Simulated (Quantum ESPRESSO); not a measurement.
# Collinear magnetic orders of CuF2 with Quantum ESPRESSO, part 2 of 2

A self-consistent run ends on one state, which hangs on the start. Several orders of CuF2 are started in Quantum ESPRESSO and their energies compared.

Quantum ESPRESSO 7.5; LDA with U = 6 eV on Cu d (ortho-atomic projectors); plane waves with GBRV 1.5 LDA potentials, no spin-orbit coupling.

So far, absolute magnetization (μB): step 2 (run 1, typed as ferro ++) 2.10.

## Step 3: Run 2 (antiferro +−)

Input file pw.in:

```
&CONTROL
  calculation = 'scf'
  prefix = 'pwscf'
  outdir = './tmp'
  pseudo_dir = './pseudo'
  disk_io = 'nowf'
/
&SYSTEM
  ibrav = 0
  celldm(1) = 8
  nat = 6
  ntyp = 3
  ecutwfc = 40
  ecutrho = 280
  nbnd = 44
  occupations = 'smearing'
  smearing = 'fd'
  degauss = 0.00367493
  nspin = 2
  starting_magnetization(1) = 0.0526
  starting_magnetization(2) = -0.0526
  starting_magnetization(3) = 0
/
&ELECTRONS
  conv_thr = 1.2d-08
  electron_maxstep = 150
  mixing_beta = 0.3
/
ATOMIC_SPECIES
Cu1    63.5460 cu_lda_v1.2.uspp.F.UPF
Cu2    63.5460 cu_lda_v1.2.uspp.F.UPF
F      18.9984 f_lda_v1.4.uspp.F.UPF
CELL_PARAMETERS alat
   0.7842363417197    0.0000000000000    0.0000000000000
   0.0000000000000    1.0724195757251    0.0000000000000
  -0.6583022279400    0.0000000000000    1.0768918614287
ATOMIC_POSITIONS crystal
Cu1     0.0000000000    0.0000000000    0.0000000000
Cu2     0.0000000000    0.5000000000    0.5000000000
F       0.2560000000    0.3000000000    0.3000000000
F       0.7440000000    0.8000000000    0.2000000000
F       0.7440000000    0.7000000000    0.7000000000
F       0.2560000000    0.2000000000    0.8000000000
K_POINTS automatic
8 4 4 0 0 0
HUBBARD {ortho-atomic}
U Cu1-3d 6.0000
U Cu2-3d 6.0000
```

Command:

```
OMP_NUM_THREADS=1 mpirun -n 4 pw.x -nk 4 -in pw.in > pw.out
```

The program printed:

```text
[banner, memory and clock lines left out]
Program PWSCF v.7.5 starts

     Message from routine setup:
     using ibrav=0 with symmetry is DISCOURAGED, use correct ibrav instead

     bravais-lattice index     =            0
     lattice parameter (alat)  =       8.0000  a.u.
     unit-cell volume          =     463.7178 (a.u.)^3
     number of atoms/cell      =            6
     number of atomic types    =            3
     number of electrons       =        66.00
     number of Kohn-Sham states=           44
     kinetic-energy cutoff     =      40.0000  Ry
     charge density cutoff     =     280.0000  Ry
     scf convergence threshold =      1.2E-08
     mixing beta               =       0.3000
     number of iterations used =            8  plain     mixing
     Exchange-correlation=  SLA  PZ   NOGX NOGC
                           (   1   1   0   0   0   0   0)
     Hubbard projectors: ortho-atomic
     Hubbard parameters of DFT+U (Dudarev formulation) in eV:
     U(Cu1-3d) =  6.0000
     U(Cu2-3d) =  6.0000

     Internal variables: lda_plus_u =T, lda_plus_u_kind = 0

     Internal variables: orbital_resolved =F, hub_pot_fix =F, apply_U = F

     celldm(1)=   8.000000  celldm(2)=   0.000000  celldm(3)=   0.000000
     celldm(4)=   0.000000  celldm(5)=   0.000000  celldm(6)=   0.000000

     crystal axes: (cart. coord. in units of alat)
               a(1) = (   0.784236   0.000000   0.000000 )
               a(2) = (   0.000000   1.072420   0.000000 )
               a(3) = (  -0.658302   0.000000   1.076892 )

     reciprocal axes: (cart. coord. in units 2 pi/alat)
               b(1) = (  1.275126 -0.000000  0.779482 )
               b(2) = (  0.000000  0.932471 -0.000000 )
               b(3) = (  0.000000  0.000000  0.928598 )

     PseudoPot. # 1 for Cu read from file:
     cu_lda_v1.2.uspp.F.UPF
     Pseudo is Ultrasoft + core correction, Zval = 19.0

     PseudoPot. # 2 for Cu read from file:
     cu_lda_v1.2.uspp.F.UPF
     Pseudo is Ultrasoft + core correction, Zval = 19.0

     PseudoPot. # 3 for F  read from file:
     f_lda_v1.4.uspp.F.UPF
     Pseudo is Ultrasoft, Zval =  7.0

     atomic species   valence    mass     pseudopotential
     Cu1              19.00    63.54600     Cu( 1.00)
     Cu2              19.00    63.54600     Cu( 1.00)
     F                 7.00    18.99840     F ( 1.00)

     Starting magnetic structure
     atomic species   magnetization
     Cu1             0.053
     Cu2            -0.053
     F               0.000

      2 Sym. Ops., with inversion, found

   Cartesian axes

     site n.     atom                  positions (alat units)
         1        Cu1    tau(   1) = (   0.0000000   0.0000000   0.0000000  )
         2        Cu2    tau(   2) = (  -0.3291511   0.5362098   0.5384459  )
         3        F      tau(   3) = (   0.0032738   0.3217259   0.3230676  )
         4        F      tau(   4) = (   0.4518114   0.8579357   0.2153784  )
         5        F      tau(   5) = (   0.1226603   0.7506937   0.7538243  )
         6        F      tau(   6) = (  -0.3258773   0.2144839   0.8615135  )

     number of k points=    68  Fermi-Dirac smearing, width (Ry)=  0.0037
                       cart. coord. in units 2pi/alat
        k(    1) = (   0.0000000   0.0000000   0.0000000), wk =   0.0078125
        k(    2) = (   0.0000000   0.0000000   0.2321496), wk =   0.0156250
        k(    3) = (   0.0000000   0.0000000  -0.4642992), wk =   0.0078125
        k(    4) = (   0.0000000   0.2331177   0.0000000), wk =   0.0156250
        k(    5) = (   0.0000000   0.2331177   0.2321496), wk =   0.0156250
        [... 63 further k-points ...]

     Dense  grid:    36723 G-vectors     FFT dimensions: (  36,  45,  54)

     Smooth grid:    15901 G-vectors     FFT dimensions: (  25,  36,  45)

     Generating pointlists ...
     new r_m :   0.1858 (alat units)  1.4865 (a.u.) for type    1
     new r_m :   0.1858 (alat units)  1.4865 (a.u.) for type    2
     new r_m :   0.1858 (alat units)  1.4865 (a.u.) for type    3

     Initial potential from superposition of free atoms

     starting charge      64.0000, renormalised to      66.0000

     STARTING HUBBARD OCCUPATIONS:

     =================== HUBBARD OCCUPATIONS ===================
     ------------------------ ATOM    1 ------------------------
     Tr[ns(  1)] (up, down, total) =   5.00000  3.00000  8.00000
     Atomic magnetic moment for atom   1 =   2.00000
     [... lines left out ...]
     ------------------------ ATOM    2 ------------------------
     Tr[ns(  2)] (up, down, total) =   3.00000  5.00000  8.00000
     Atomic magnetic moment for atom   2 =  -2.00000
     [... lines left out ...]
     Number of occupied Hubbard levels =   16.0000

     Atomic wfc used for Hubbard projectors are orthogonalized

     Starting wfcs are   42 randomized atomic wfcs +    2 random wfcs

     Self-consistent Calculation

     iteration #  1     ecut=    40.00 Ry     beta= 0.30
     Davidson diagonalization with overlap
     ethr =  1.00E-02,  avg # of iterations =  5.4

     =================== HUBBARD OCCUPATIONS ===================
     ------------------------ ATOM    1 ------------------------
     Tr[ns(  1)] (up, down, total) =   4.91306  4.10762  9.02068
     Atomic magnetic moment for atom   1 =   0.80543
     [... lines left out ...]
     ------------------------ ATOM    2 ------------------------
     Tr[ns(  2)] (up, down, total) =   4.10744  4.91291  9.02034
     Atomic magnetic moment for atom   2 =  -0.80547
     [... lines left out ...]
     Number of occupied Hubbard levels =   18.0410

     Threshold (ethr) on eigenvalues was too large:
     Diagonalizing with lowered threshold

     Davidson diagonalization with overlap
     ethr =  9.82E-04,  avg # of iterations =  1.1

     total energy              =   -1001.01728513 Ry
     estimated scf accuracy    <       0.74797704 Ry

     total magnetization       =     0.00 Bohr mag/cell
     absolute magnetization    =     1.97 Bohr mag/cell

     iteration #  2     ecut=    40.00 Ry     beta= 0.30
     Davidson diagonalization with overlap
     ethr =  1.13E-03,  avg # of iterations =  2.0

     total energy              =   -1001.18219139 Ry
     estimated scf accuracy    <       0.06556551 Ry

     total magnetization       =     0.00 Bohr mag/cell
     absolute magnetization    =     1.85 Bohr mag/cell

     [... further iterations left out ...]

     iteration # 14     ecut=    40.00 Ry     beta= 0.30
     Davidson diagonalization with overlap
     ethr =  1.89E-11,  avg # of iterations =  2.5

     total energy              =   -1001.18307894 Ry
     estimated scf accuracy    <       0.00000001 Ry

     total magnetization       =     0.00 Bohr mag/cell
     absolute magnetization    =     1.90 Bohr mag/cell

     iteration # 15     ecut=    40.00 Ry     beta= 0.30
     Davidson diagonalization with overlap
     ethr =  1.89E-11,  avg # of iterations =  1.0

     Magnetic moment per site  (integrated on atomic sphere of radius R)
     atom   1 (R=0.186)  charge= 16.2534  magn=  0.7876
     atom   2 (R=0.186)  charge= 16.2542  magn= -0.7875
     atom   3 (R=0.186)  charge=  6.3028  magn=  0.0014
     atom   4 (R=0.186)  charge=  6.3023  magn= -0.0014
     atom   5 (R=0.186)  charge=  6.3028  magn=  0.0014
     atom   6 (R=0.186)  charge=  6.3023  magn= -0.0014

     End of self-consistent calculation

     =================== HUBBARD OCCUPATIONS ===================
     ------------------------ ATOM    1 ------------------------
     Tr[ns(  1)] (up, down, total) =   4.96163  4.16870  9.13033
     Atomic magnetic moment for atom   1 =   0.79293
     [... lines left out ...]
     ------------------------ ATOM    2 ------------------------
     Tr[ns(  2)] (up, down, total) =   4.16870  4.96163  9.13033
     Atomic magnetic moment for atom   2 =  -0.79293
     [... lines left out ...]
     Number of occupied Hubbard levels =   18.2607

     Number of k-points >= 100: set verbosity='high' to print the bands.

     the Fermi energy is     5.6444 ev

!    total energy              =   -1001.18307894 Ry
     estimated scf accuracy    <          5.4E-09 Ry
     smearing contrib. (-TS)   =      -0.00000000 Ry
     internal energy E=F+TS    =   -1001.18307894 Ry

     The total energy is F=E-TS. E is the sum of the following terms:
     one-electron contribution =    -791.57469419 Ry
     hartree contribution      =     424.77755375 Ry
     xc contribution           =    -112.88429570 Ry
     ewald contribution        =    -521.60838012 Ry
     Hubbard energy            =       0.10673732 Ry

     total magnetization       =     0.00 Bohr mag/cell
     absolute magnetization    =     1.90 Bohr mag/cell

     convergence has been achieved in  15 iterations
```

Run time: 52 s. Hardware: 4 MPI ranks of Intel Xeon Platinum 8375C at 2.90GHz (Ice Lake), shared host; peak memory 0.65 GiB.

Spin moment in the atom's sphere by atom:

```csv
atom,spin moment in the atom's sphere (μB)
Cu1,0.788
Cu2,-0.787
F3,0.001
F4,-0.001
F5,0.001
F6,-0.001
```

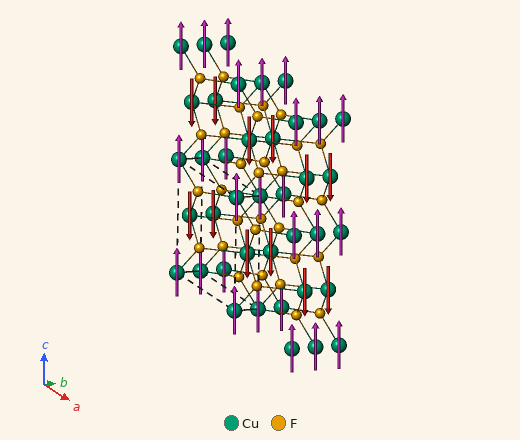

Spin moment in the atom's sphere as arrows, the longest 0.788 μB. Up and down stand for the sign. Arrows give size and sign along the axis of quantisation, drawn up and down the page. The two directions have two colours. Bonds to atoms that aren't drawn are left out. 2×2×2 cells are drawn. Some periodic images of atoms are drawn too.

Numbers from this step:

* smearing term TS: 1.80e-12 eV
* magnetization: 0 μB
* absolute magnetization: 1.898 μB
* final state: antiferromagnetic

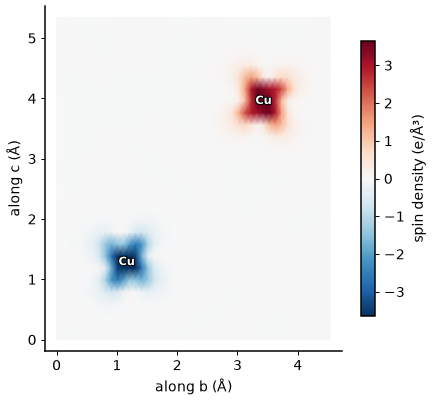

Spin density in the bc plane at fractional x = 0.000, with atoms of Cu within 0.2 Å of it. The map starts off the cell's origin, so that atoms lie inside it.

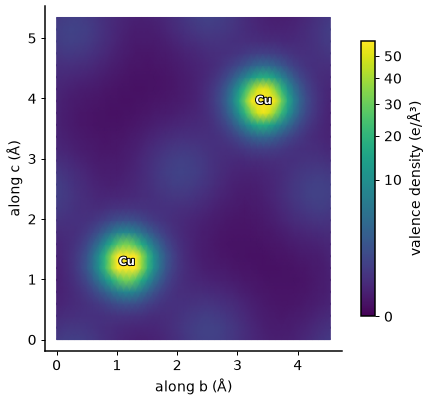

Valence density in the bc plane at fractional x = 0.000, with atoms of Cu within 0.2 Å of it. It is the smooth field of the valence electrons, not physical close to the nuclei. The map starts off the cell's origin, so that atoms lie inside it. The colour scale is stretched toward low values.

## Step 4: Energies of the orders

An order is kept where moments of 0.15 μB or more survive with the typed signs; meshes match where a doubled cell samples the same k points as the first cell.

Orders:

```csv
start,final state,typed order kept,energy over the lowest (meV a seeded atom),largest site moment (μB),net moment (μB a cell of the first run),mesh matched,CPU time (s)
ferro ++,ferromagnetic,yes,22.98,0.8075,2,yes,179.3
antiferro +-,antiferromagnetic,yes,0,0.7876,0,yes,206.9
```

## Step 5: Occupations of the corrected shells in the lowest state

Occupations of the Hubbard shells:

```csv
block,type,shell,spin,electrons,occupation numbers
1,Cu1,3d,up,4.962,0.988 0.992 0.993 0.994 0.995
1,Cu1,3d,down,4.169,0.208 0.986 0.991 0.991 0.993
2,Cu2,3d,up,4.169,0.208 0.986 0.991 0.991 0.993
2,Cu2,3d,down,4.962,0.988 0.992 0.993 0.994 0.995
```

## Step 6: What came out

```yaml
lowest_state_found: antiferromagnetic (from antiferro +-)
largest_site_moment: 0.788 μB
next_state_with_moments: ferromagnetic, 23.0 meV a seeded atom higher
```

What this shows: This is the lowest of 2 collinear or spinless starts, no proof of the ground state.

[Logs and program files are shortened in this print: banners, set-up blocks, solver, clock and traceback lines can be left out without a mark of their own.]

[Logs are printed without paths, hosts, clocks, repeated set-up lines and the standing remarks that a program may print on its own settings, such as how far it seeks lower states.]

[Hosts, paths, dates, database ids (printed as entryN), source tags and the programs' standing remarks are cut or masked in the printed files.]

[Where a cell is said to come from a database of computed structures, the database is the Materials Project.]
